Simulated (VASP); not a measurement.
Band structure of La2AlCo2C (space group Immm). These are PBEsol GGA, VASP's PBE PAW potentials (set 64) (plane waves; VASP) values and carry that method's errors.

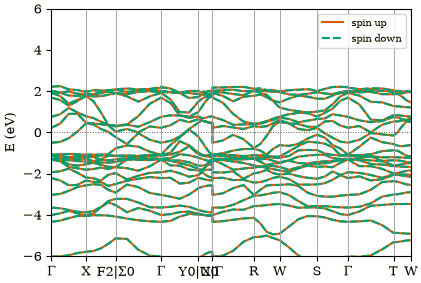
Bands along high-symmetry lines, zero at the valence-band maximum or, without a gap, the Fermi level

Question: Read the plot: is there a gap, and where are the band edges?

Answer: It has no gap at this level: it comes out as a metal or semimetal.

The structure comes from a measured La2AlCo2C entry of the Crystallography Open Database, whose conditions weren't checked. The cell was not relaxed at this level. The k-mesh is coarse (spacing up to 0.45 per Å, 2π included), so the numbers may not be converged in it.
